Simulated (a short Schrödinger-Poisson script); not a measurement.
System: gated Al0.33Ga0.67N/GaN polarisation-induced gas, at 300 K.

```tsv
layer	material	thickness (nm)	Na (cm⁻³)
1	Al0.33Ga0.67N	10	-
2	GaN	6000	1e14
```

The device is made up for the run: typed textbook-type constants, with dimensions and the other settings drawn at random. Al0.33Ga0.67N: permittivity 9.3, conduction-band edge (eV) 0.462, gap (eV) 4.09, electron mass (mₑ) 0.24, Nv at 300 K (cm⁻³) 4.6e19. GaN: permittivity 9.5, conduction-band edge (eV) 0, gap (eV) 3.43, Nv at 300 K (cm⁻³) 4.6e19.

Channel valleys (confinement mass, in-plane density-of-states mass, number): Γ 0.2, 0.2, 1. At the gate the conduction-band edge of layer 1 lies 1.47 eV − eVg above the Fermi level of the channel; the field vanishes at the back. Sheet of polarisation charge: +1.6e13 e/cm² at 10 nm from the gate. The barrier under the gate holds no holes. Gaps are held at their typed values at every temperature. Mesh 0.08 nm at interfaces.

Solved with a short Schrödinger-Poisson script written for these runs: 1D Poisson equation in equilibrium, electrons quantum, Hartree plus LDA exchange-correlation (BenDaniel-Duke, 40 states a valley, the channel's in-plane mass for all, wave functions free to enter the barrier), parabolic valleys, classical holes, full ionisation, no traps, pinning or gate leakage.

Only gate voltages with over 1e8 electrons/cm² are shown.

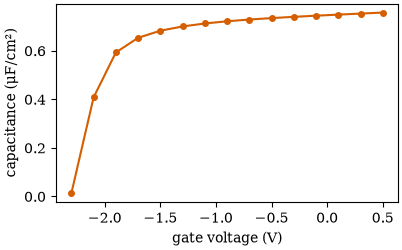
Figure: Quasi-static capacitance against gate voltage

```csv
Vg (V),electrons (cm⁻²),in the channel layer,C (μF/cm²),Γ E0 (meV),Γ E1 (meV)
0.5,1.16e13,1.08e13,0.758,-122.7,14.7
0.3,1.07e13,1.00e13,0.753,-112.7,18.1
0.1,9.75e12,9.19e12,0.749,-102.6,21.5
-0.1,8.81e12,8.37e12,0.745,-92.4,25.0
-0.3,7.89e12,7.54e12,0.740,-82.1,28.4
-0.5,6.97e12,6.70e12,0.735,-71.6,31.9
-0.7,6.05e12,5.86e12,0.729,-60.8,35.5
-0.9,5.15e12,5.01e12,0.722,-49.7,39.2
-1.1,4.25e12,4.16e12,0.713,-38.0,43.0
-1.3,3.37e12,3.31e12,0.700,-25.4,47.3
-1.5,2.50e12,2.47e12,0.683,-11.2,52.4
-1.7,1.67e12,1.65e12,0.654,5.9,59.2
-1.9,8.85e11,8.81e11,0.593,30.0,70.6
-2.1,2.36e11,2.35e11,0.408,76.5,100.0
-2.3,1.89e9,1.89e9,0.0132,217.3,228.0
```

Subbands count from the Fermi level.
